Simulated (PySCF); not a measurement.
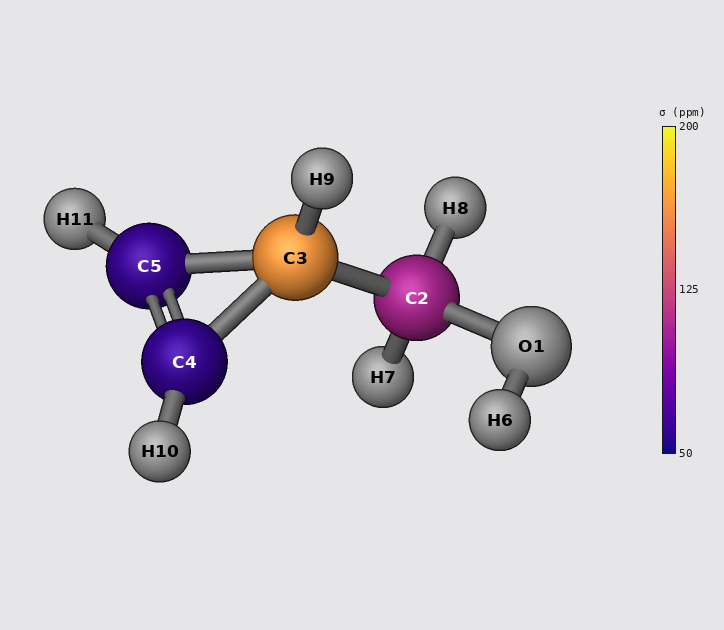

Atoms are coloured by their isotropic NMR shieldings (C only, the others grey). The geometry was computed by an optimisation with GFN2-xTB. No frequency run is at hand to confirm it as a minimum. Level of theory: GIAO PBE0/pcSseg-1 NMR shielding, non-relativistic, gas phase (PySCF 2.14.0).

Which C atom is the most shielded (lowest chemical shift)?

Answer. C3 (164.8 ppm).

Which C atom is the least shielded (highest chemical shift)?

Answer. C4 (61.4 ppm).

How wide is the range of C shifts?

Answer. 103.4 ppm.

Give the isotropic NMR shieldings of the C atoms atom by atom.

```
atom  σ (ppm)
  C2    108.4
  C3    164.8
  C4     61.4
  C5     62.5
```
